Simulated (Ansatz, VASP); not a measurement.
# EuZn2P2 in two plane-wave programs

Wanted: the spread between two codes on one cell, functional and k mesh. The cell comes out of earlier VASP steps on this material, which relaxed, scaled or displaced it; both programs get it as it stands.

Main program and level: Ansatz 0.2.0; plane waves, with VASP 6.6.1 beside it; relaxation of cell and atoms at PBEsol, DFT+U.

**1. Set-up**

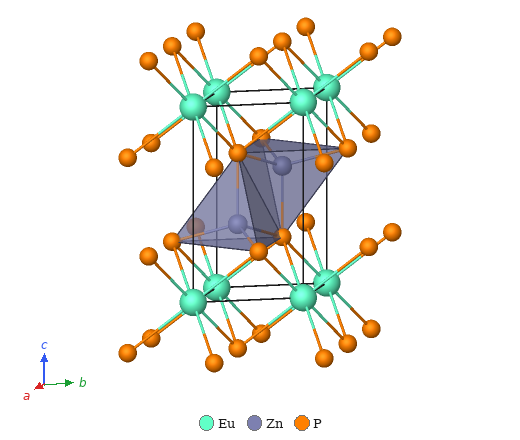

The starting structure, seen slightly off an axis (europium green, zinc blue, phosphorus orange). Some periodic images of atoms are drawn too.

Structure file:

```cif
data_structure
_symmetry_space_group_name_H-M 'P-3m1'
_symmetry_Int_Tables_number 164
_cell_length_a 4.0311
_cell_length_b 4.0311
_cell_length_c 6.8528
_cell_angle_alpha 90.000
_cell_angle_beta 90.000
_cell_angle_gamma 120.000
_cell_volume 96.44
loop_
_atom_site_label
_atom_site_type_symbol
_atom_site_symmetry_multiplicity
_atom_site_Wyckoff_symbol
_atom_site_fract_x
_atom_site_fract_y
_atom_site_fract_z
_atom_site_occupancy
Eu1 Eu 1 a 0.00000 0.00000 0.00000 1
Zn1 Zn 2 d 0.66667 0.33333 0.36708 1
P1 P 2 d 0.66667 0.33333 0.73136 1
```

**2. VASP: relaxation of cell and atoms, PBEsol, DFT+U**

The relaxed volume is the usual yardstick between codes: its relative difference is about their pressure difference at one cell divided by the bulk modulus.

Lines of VASP's logs that name or quote its potential files are left out, and so is its time.

Contents of INCAR:

```
SYSTEM = EuZn2P2
PREC = Accurate
ENCUT = 450
EDIFF = 1E-06
NELM = 150
ISMEAR = 0
SIGMA = 0.05
LREAL = .FALSE.
ALGO = Normal
GGA = PS
NBANDS = 34
ISPIN = 2
MAGMOM = 7 0 0 0 0
LDAU = .TRUE.
LDAUTYPE = 2
LDAUL = 3 -1 -1
LDAUU = 5 0 0
LDAUJ = 0 0 0
LDAUPRINT = 1
LASPH = .TRUE.
LMAXMIX = 6
AMIX = 0.2
BMIX = 1E-04
AMIX_MAG = 0.8
BMIX_MAG = 1E-04
LORBIT = 11
LWAVE = .FALSE.
LCHARG = .FALSE.
KPAR = 4
IBRION = 2
NSW = 60
ISIF = 3
EDIFFG = -0.01
```

Contents of POSCAR:

```
EuZn2P2
1.0
    4.0311289793      0.0000000000      0.0000000000
   -2.0155644897      3.4910601020      0.0000000000
    0.0000000000      0.0000000000      6.8528054717
Eu Zn P
1 2 2
Direct
    0.0000000000      0.0000000000      0.0000000000
    0.6666666700      0.3333333300      0.3670823366
    0.3333333300      0.6666666700      0.6329176634
    0.6666666700      0.3333333300      0.7313553641
    0.3333333300      0.6666666700      0.2686446359
```

Contents of KPOINTS:

```
Automatic mesh
0
Gamma
6 6 4
0 0 0
```

PAW data sets: Eu, Zn and P (PBE family, release 64).

On the command line:

```
$ mpirun -np 4 vasp_std
```

Numbers of over 12 decimals in the logs are rounded to 6 here.

The log of the run:

```text
[banner, memory and clock lines left out]
running    4 mpi-ranks, on    1 nodes
 distrk:  each k-point on    1 cores,    4 groups
 distr:  one band on    1 cores,    1 groups

 POSCAR found type information on POSCAR EuZnP
 POSCAR found :  3 types and       5 ions
|                                                                             |
|               ----> ADVICE to this user running VASP <----                  |
|                                                                             |
|     You enforced a specific xc type in the INCAR file but a different       |
|     [... a line on the potential file left out ...]
|     I HOPE YOU KNOW WHAT YOU ARE DOING!                                     |
|                                                                             |

 LDA part: xc-table for (Slater+PW92), standard interpolation
 POSCAR, INCAR and KPOINTS ok, starting setup
 FFT: planning ... GRIDC
 FFT: planning ... GRID_SOFT
 FFT: planning ... GRID
 WAVECAR not read
 entering main loop
       N       E                     dE             d eps       ncg     rms          rms(c)
DAV:   1     0.318553707554E+03    0.31855E+03   -0.19810E+04  4362   0.490E+03
DAV:   2     0.372703683727E+02   -0.28128E+03   -0.25046E+03  3968   0.438E+02
DAV:   3    -0.203521259261E+02   -0.57622E+02   -0.55862E+02  4334   0.170E+02
DAV:   4    -0.253411094923E+02   -0.49890E+01   -0.49558E+01  5758   0.459E+01
DAV:   5    -0.257441242397E+02   -0.40301E+00   -0.40235E+00  6372   0.121E+01    0.368E+01
DAV:   6    -0.293483321398E+02   -0.36042E+01   -0.49890E+00  5744   0.451E+01    0.214E+01
DAV:   7    -0.293706253951E+02   -0.22293E-01   -0.28656E+00  5432   0.260E+01    0.139E+01
DAV:   8    -0.293773530530E+02   -0.67277E-02   -0.98303E-01  5400   0.122E+01    0.762E+00
DAV:   9    -0.293716091434E+02    0.57439E-02   -0.12157E-01  5816   0.345E+00    0.397E+00
DAV:  10    -0.293653955649E+02    0.62136E-02   -0.32110E-02  5584   0.237E+00    0.223E+00
DAV:  11    -0.293610045032E+02    0.43911E-02   -0.13054E-02  5368   0.109E+00    0.133E+00
DAV:  12    -0.293606373981E+02    0.36711E-03   -0.31916E-03  5256   0.330E-01    0.865E-01
DAV:  13    -0.293604351309E+02    0.20227E-03   -0.21353E-03  5008   0.449E-01    0.376E-01
DAV:  14    -0.293605046505E+02   -0.69520E-04   -0.41947E-04  5716   0.113E-01    0.122E-01
DAV:  15    -0.293604518742E+02    0.52776E-04   -0.17529E-04  5152   0.949E-02    0.678E-02
DAV:  16    -0.293604511614E+02    0.71286E-06   -0.83887E-05  4974   0.667E-02    0.386E-02
DAV:  17    -0.293604523434E+02   -0.11820E-05   -0.13697E-05  4832   0.211E-02    0.304E-02
DAV:  18    -0.293604522319E+02    0.11152E-06   -0.29183E-06  3104   0.186E-02
   1 F= -.29360452E+02 E0= -.29360163E+02  d E =-.293605E+02  mag=     7.0000
 curvature:   0.00 expect dE= 0.000E+00 dE for cont linesearch  0.000E+00
 trial: gam= 0.00000 g(F)=  0.601E-05 g(S)=  0.264E-04 ort = 0.000E+00 (trialstep = 0.100E+01)
 search vector abs. value=  0.325E-04
 reached required accuracy - stopping structural energy minimisation
```

Parts of OUTCAR (step 2):

```text
ion  position               nearest neighbor table
   1  0.000  0.000  0.000-   4 2.97   5 2.97   4 2.97   5 2.97   4 2.97   5 2.97
   2  0.667  0.333  0.367-   5 2.42   5 2.42   5 2.42   4 2.50   3 2.96   3 2.96   3 2.96
   3  0.333  0.667  0.633-   4 2.42   4 2.42   4 2.42   5 2.50   2 2.96   2 2.96   2 2.96
   4  0.667  0.333  0.731-   3 2.42   3 2.42   3 2.42   2 2.50   1 2.97   1 2.97   1 2.97
   5  0.333  0.667  0.269-   2 2.42   2 2.42   2 2.42   3 2.50   1 2.97   1 2.97   1 2.97

  LATTYP: Found a hexagonal cell.
 ALAT       =     4.0311289793
 C/A-ratio  =     1.6999717714

 Subroutine GETGRP returns: Found 12 space group operations
 (whereof 12 operations were pure point group operations)

The static configuration has the point symmetry D_3d.

 Found     24 irreducible k-points:

   k-points           NKPTS =     24   k-points in BZ     NKDIM =     24   number of bands    NBANDS=     34

   dimension x,y,z NGX =    28 NGY =   28 NGZ =   48
   dimension x,y,z NGXF=    56 NGYF=   56 NGZF=   96

   ENCUT  =  450.0 eV  33.07 Ry    5.75 a.u.   6.97  6.97 11.85*2*pi/ulx,y,z

   NELECT =      51.0000    total number of electrons

 k-points in reciprocal lattice and weights: Automatic mesh
   0.00000000  0.00000000  0.00000000       0.007
   0.16666667  0.00000000  0.00000000       0.042
   0.33333333  0.00000000  0.00000000       0.042
   0.50000000  0.00000000  0.00000000       0.021
   0.16666667  0.16666667  0.00000000       0.042
   0.33333333  0.16666667  0.00000000       0.083
   0.33333333  0.33333333  0.00000000       0.014
   0.00000000  0.00000000  0.25000000       0.014
   0.16666667  0.00000000  0.25000000       0.042
[...]
0.33333333  0.16666667  0.50000000       0.083
   0.33333333  0.33333333  0.50000000       0.014

atom =   1  type =  1  l = 3

 onsite density matrix

spin component  1

  0.9643  0.0000 -0.0000 -0.0007  0.0000 -0.0000  0.0000
  0.0000  0.9664  0.0000  0.0000  0.0063 -0.0000 -0.0000
 -0.0000  0.0000  0.9642 -0.0000 -0.0000  0.0063 -0.0000
 -0.0007  0.0000 -0.0000  0.9722  0.0000 -0.0000  0.0000
  0.0000  0.0063 -0.0000  0.0000  0.9642 -0.0000 -0.0000
 -0.0000 -0.0000  0.0063 -0.0000 -0.0000  0.9664 -0.0000
  0.0000 -0.0000 -0.0000  0.0000 -0.0000 -0.0000  0.9713

spin component  2

  0.0016  0.0000 -0.0000  0.0013  0.0000 -0.0000 -0.0000
  0.0000  0.0031 -0.0000  0.0000 -0.0005  0.0000  0.0000
 -0.0000 -0.0000  0.0015 -0.0000 -0.0000 -0.0005 -0.0000
  0.0013  0.0000 -0.0000  0.0014  0.0000 -0.0000 -0.0000
  0.0000 -0.0005 -0.0000  0.0000  0.0015  0.0000 -0.0000
 -0.0000  0.0000 -0.0005 -0.0000  0.0000  0.0031  0.0000
 -0.0000  0.0000 -0.0000 -0.0000 -0.0000  0.0000  0.0008

 occupancies and eigenvectors

  o =  0.0002  v =  0.0000  0.0000  0.0000  0.0000  0.0000  0.0000  0.0000  0.6831  0.0000  0.0000 -0.7303 -0.0000 -0.0000 -0.0000      0.0000  0.0000  0.0000  0.0000  0.0000  0.0000  0.0000  0.0000  0.0000  0.0000  0.0000  0.0000  0.0000  0.0000
  o =  0.0008  v =  0.0000  0.0000  0.0000  0.0000  0.0000  0.0000  0.0000  0.0000  0.0000  0.0000 -0.0000  0.0000  0.0000  1.0000      0.0000  0.0000  0.0000  0.0000  0.0000  0.0000  0.0000  0.0000  0.0000  0.0000  0.0000  0.0000  0.0000  0.0000
  o =  0.0013  v =  0.0000  0.0000  0.0000  0.0000  0.0000  0.0000  0.0000 -0.0000  0.1775  0.7227 -0.0000  0.6369  0.2014 -0.0000      0.0000  0.0000  0.0000  0.0000  0.0000  0.0000  0.0000  0.0000  0.0000  0.0000  0.0000  0.0000  0.0000  0.0000
  o =  0.0013  v =  0.0000  0.0000  0.0000  0.0000  0.0000  0.0000  0.0000  0.0000 -0.2014  0.6369  0.0000 -0.7227  0.1775 -0.0000      0.0000  0.0000  0.0000  0.0000  0.0000  0.0000  0.0000  0.0000  0.0000  0.0000  0.0000  0.0000  0.0000  0.0000
  o =  0.0027  v =  0.0000  0.0000  0.0000  0.0000  0.0000  0.0000  0.0000  0.7303 -0.0000 -0.0000  0.6831  0.0000  0.0000 -0.0000      0.0000  0.0000  0.0000  0.0000  0.0000  0.0000  0.0000  0.0000  0.0000  0.0000  0.0000  0.0000  0.0000  0.0000
  o =  0.0033  v =  0.0000  0.0000  0.0000  0.0000  0.0000  0.0000  0.0000 -0.0000 -0.6564  0.1965 -0.0000  0.1830 -0.7050 -0.0000      0.0000  0.0000  0.0000  0.0000  0.0000  0.0000  0.0000  0.0000  0.0000  0.0000  0.0000  0.0000  0.0000  0.0000
  o =  0.0033  v =  0.0000  0.0000  0.0000  0.0000  0.0000  0.0000  0.0000 -0.0000 -0.7050 -0.1830 -0.0000  0.1965  0.6564  0.0000      0.0000  0.0000  0.0000  0.0000  0.0000  0.0000  0.0000  0.0000  0.0000  0.0000  0.0000  0.0000  0.0000  0.0000
  o =  0.9589  v =  0.0000  0.4296 -0.5699 -0.0000 -0.5113  0.4788 -0.0000  0.0000  0.0000  0.0000  0.0000  0.0000  0.0000  0.0000      0.0000  0.0000  0.0000  0.0000  0.0000  0.0000  0.0000  0.0000  0.0000  0.0000  0.0000  0.0000  0.0000  0.0000
  o =  0.9589  v = -0.0000 -0.4788 -0.5113  0.0000  0.5699  0.4296 -0.0000  0.0000  0.0000  0.0000  0.0000  0.0000  0.0000  0.0000      0.0000  0.0000  0.0000  0.0000  0.0000  0.0000  0.0000  0.0000  0.0000  0.0000  0.0000  0.0000  0.0000  0.0000
  o =  0.9643  v =  0.9966 -0.0000 -0.0000  0.0819  0.0000  0.0000 -0.0000  0.0000  0.0000  0.0000  0.0000  0.0000  0.0000  0.0000      0.0000  0.0000  0.0000  0.0000  0.0000  0.0000  0.0000  0.0000  0.0000  0.0000  0.0000  0.0000  0.0000  0.0000
  o =  0.9713  v =  0.0000  0.0000  0.0000 -0.0000  0.0000  0.0000  1.0000  0.0000  0.0000  0.0000  0.0000  0.0000  0.0000  0.0000      0.0000  0.0000  0.0000  0.0000  0.0000  0.0000  0.0000  0.0000  0.0000  0.0000  0.0000  0.0000  0.0000  0.0000
  o =  0.9717  v = -0.0000 -0.5113 -0.4788  0.0000 -0.4296 -0.5699  0.0000  0.0000  0.0000  0.0000  0.0000  0.0000  0.0000  0.0000      0.0000  0.0000  0.0000  0.0000  0.0000  0.0000  0.0000  0.0000  0.0000  0.0000  0.0000  0.0000  0.0000  0.0000
  o =  0.9717  v =  0.0000  0.5699 -0.4296 -0.0000  0.4788 -0.5113  0.0000  0.0000  0.0000  0.0000  0.0000  0.0000  0.0000  0.0000      0.0000  0.0000  0.0000  0.0000  0.0000  0.0000  0.0000  0.0000  0.0000  0.0000  0.0000  0.0000  0.0000  0.0000
  o =  0.9723  v = -0.0819  0.0000 -0.0000  0.9966  0.0000 -0.0000  0.0000  0.0000  0.0000  0.0000  0.0000  0.0000  0.0000  0.0000      0.0000  0.0000  0.0000  0.0000  0.0000  0.0000  0.0000  0.0000  0.0000  0.0000  0.0000  0.0000  0.0000  0.0000

 average (electrostatic) potential at core
       1 -36.5354       2 -35.3067       3 -35.3067       4 -83.9118       5 -83.9118

 E-fermi :   4.4670

 spin component 1
 k-point     1 :       0.0000    0.0000    0.0000
  band No.  band energies     occupation
    ...
     23       3.4250      1.00000
     24       3.5075      1.00000
     25       3.5075      1.00000
     26       3.5907      1.00000
     27       4.4220      0.89818
     28       4.5319      0.03318
     29       4.5319      0.03318
     30       5.1889      0.00000
     31       5.3383      0.00000
     32       5.9958      0.00000
    ...

 k-point     2 :       0.1667    0.0000    0.0000
  band No.  band energies     occupation
    ...
     25       3.5142      1.00000
     26       3.5939      1.00000
     27       3.6893      1.00000
     28       3.9934      1.00000
     29       4.0075      1.00000
     30       5.4146      0.00000
     31       6.0151      0.00000
     32       6.9276      0.00000
     33       7.2624      0.00000
     34       7.4748      0.00000

 k-point     3 :       0.3333    0.0000    0.0000
  band No.  band energies     occupation
    ...
     25       3.4953      1.00000
     26       3.5427      1.00000
     27       3.5589      1.00000
     28       3.6714      1.00000
     29       3.7104      1.00000
     30       4.7685      0.00000
     31       6.7937      0.00000
     32       7.5443      0.00000
     33       7.9184      0.00000
     34       8.1319      0.00000

 k-point     4 :       0.5000    0.0000    0.0000
  band No.  band energies     occupation
    ...
     25       3.4973      1.00000
     26       3.5313      1.00000
     27       3.5378      1.00000
     28       3.6180      1.00000
     29       3.6889      1.00000
     30       4.4679      0.48888
     31       6.8391      0.00000
     32       7.2913      0.00000
     33       8.7598      0.00000
     34       9.6189      0.00000

 k-point     5 :       0.1667    0.1667    0.0000
  band No.  band energies     occupation
    ...
     25       3.5278      1.00000
     26       3.5546      1.00000
     27       3.5713      1.00000
     28       3.6040      1.00000
     29       3.8384      1.00000
     30       5.7855      0.00000
     31       6.4498      0.00000
     32       7.0832      0.00000
     33       7.8564      0.00000
     34       7.8704      0.00000

 k-point     6 :       0.3333    0.1667    0.0000
  band No.  band energies     occupation
    ...
     25       3.4992      1.00000
     26       3.5327      1.00000
     27       3.5420      1.00000
     28       3.5593      1.00000
     29       3.6253      1.00000
     30       5.9149      0.00000
     31       6.9616      0.00000
     32       7.3664      0.00000
     33       8.0319      0.00000
     34       8.5499      0.00000

  Total       -0.0367604     -0.0367604     -0.0061699      0.0000000      0.0000000      0.0000000
  in kB       -0.6107152     -0.6107152     -0.1025030      0.0000000      0.0000000      0.0000000
  external PRESSURE =      -0.4413111 kB  Pullay stress =       0.0000000 kB

  energy-cutoff  :      450.00
  volume of cell :       96.44
      direct lattice vectors                 reciprocal lattice vectors
     4.031128979  0.000000000  0.000000000     0.248069463  0.143222971  0.000000000
    -2.015564490  3.491060102  0.000000000     0.000000000  0.286445942  0.000000000
     0.000000000  0.000000000  6.852805472     0.000000000  0.000000000  0.145925636

 POSITION                                       TOTAL-FORCE (eV/Angst)
 -----------------------------------------------------------------------------------
      0.00000      0.00000      0.00000        -0.000000      0.000000      0.000000
      2.01556      1.16369      2.51554         0.000000      0.000000      0.007778
     -0.00000      2.32737      4.33726        -0.000000     -0.000000     -0.007778
      2.01556      1.16369      5.01184        -0.000000      0.000000      0.001327
     -0.00000      2.32737      1.84097        -0.000000      0.000000     -0.001327
 -----------------------------------------------------------------------------------
    total drift:                               -0.000000     -0.000000      0.000000

  FREE ENERGIE OF THE ION-ELECTRON SYSTEM (eV)
  ---------------------------------------------------
  free  energy   TOTEN  =       -29.3604522319 eV

  energy  without entropy=      -29.3598740576  energy(sigma->0) =      -29.36016314

 reached required accuracy - stopping structural energy minimisation

 total charge
# of ion       s       p       d       f       tot
--------------------------------------------------
    1        2.031   5.743   0.341   6.774  14.889
    2        0.553   0.508   9.759   0.000  10.820
    3        0.553   0.508   9.759   0.000  10.820
    4        1.014   1.515   0.000   0.000   2.529
    5        1.014   1.515   0.000   0.000   2.529
--------------------------------------------------
tot          5.165   9.789  19.859   6.774  41.586

 magnetization (x)
# of ion       s       p       d       f       tot
--------------------------------------------------
    1       -0.011  -0.100   0.065   6.749   6.703
    2       -0.001  -0.002  -0.001   0.000  -0.004
    3       -0.001  -0.002  -0.001   0.000  -0.004
    4       -0.005  -0.023   0.000   0.000  -0.028
    5       -0.005  -0.023   0.000   0.000  -0.028
--------------------------------------------------
tot         -0.025  -0.149   0.064   6.749   6.639

[... 6 further parts left out ...]
```

(Continued in part 2 of 2.)

[Lines on the potential files, build, host, timing and source positions are cut from VASP's logs without a mark.]

[Logs are printed without paths, hosts, clocks, repeated set-up lines and the standing remarks that a program may print on its own settings, such as how far it seeks lower states.]

[Hosts, paths, dates, database ids (printed as entryN), source tags and the programs' standing remarks are cut or masked in the printed files.]
